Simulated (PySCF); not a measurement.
**C₄H₁₀N₂Si: density, localisation and related maps**

Input file:

```
{"job": {"kind": "nmr", "xc": "PBE0", "basis": "pcSseg-1", "solvent": "dichloromethane", "every": 1, "pop": false}, "charge": 0, "multiplicity": 1}
C      2.921994    -0.091462     1.374820
C      2.181061    -0.358106     0.473163
C      1.218471    -0.616627    -0.586283
N     -0.078826    -0.028281    -0.332675
C     -0.046835     1.412206    -0.394214
Si    -1.236009    -0.881659     0.622550
N     -2.823072    -0.358755     0.147723
H      3.594564     0.111942     2.154392
H      1.616646    -0.215026    -1.529622
H      1.093709    -1.697054    -0.692375
H      0.270145     1.735650    -1.391990
H     -1.038414     1.814546    -0.198695
H      0.649484     1.837357     0.339044
H     -1.073242    -0.731666     2.078010
H     -1.093103    -2.281443     0.221487
H     -3.380974     0.000183     0.908053
H     -2.818557     0.354591    -0.568105
```

Command:

```sh
OMP_NUM_THREADS=1 python ens_run.py task.json out
```

Geometry: GFN2-xTB, coordinate held.

These are results of PySCF 2.14.0, PBE0/pcSseg-1, SCF density, in a dichloromethane solvent model, non-relativistic, not measurements.

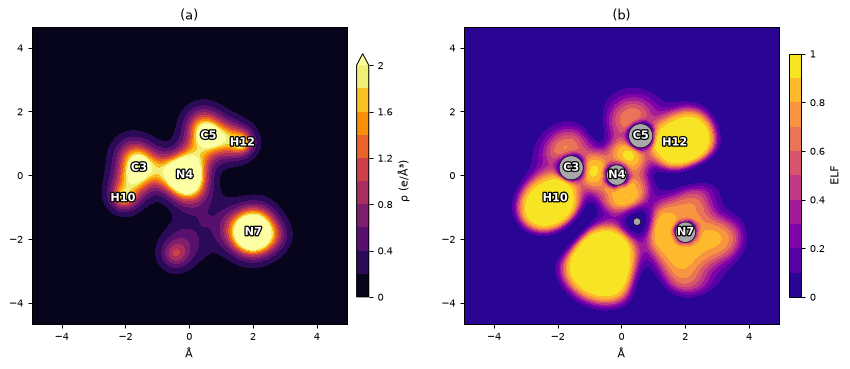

Figure 1. (a) total electron density; (b) ELF on the plane of atoms N4, C5 and H12. Grey discs cover the atomic cores in the ELF map.

### What does the map show?

Atoms in the plane: C, N and H.
C–N (1.44 Å): ρ at the midpoint is about 1.9 e/Å³; the ELF peaks at about 0.90 between the atoms, as expected for localised, covalent bonding.

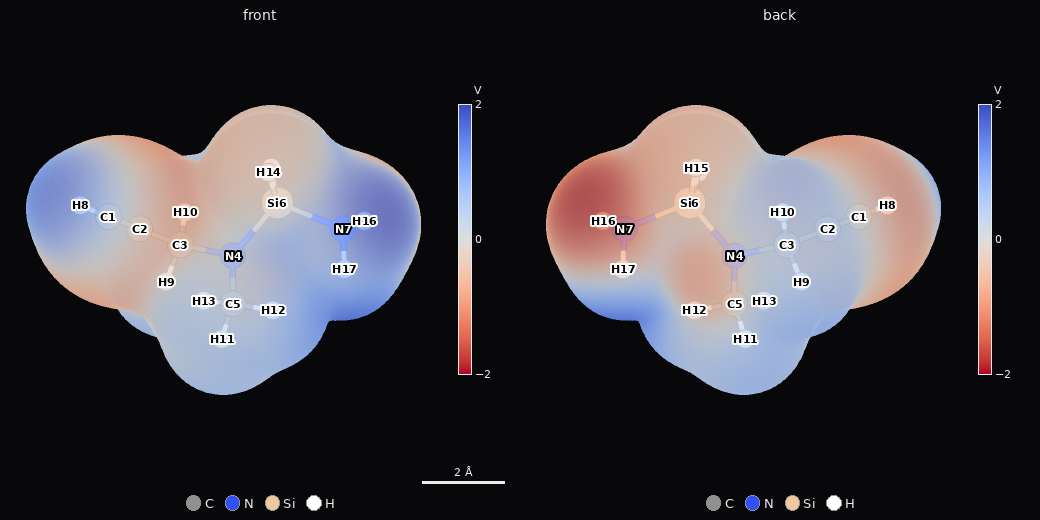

Figure 2. The molecular electrostatic potential painted on the density surface at 0.001 e/bohr³, seen from the front and from behind; the colour scale runs from red (negative) to blue (positive).

### Where is the surface potential most negative and most positive?

The most negative region (about −1.6 V, or −37 kcal/mol for a unit charge) lies over N7, the most positive (about +1.4 V, or +32 kcal/mol for a unit charge) over H16 and H17. N7 is the likeliest acceptor of a hydrogen bond.
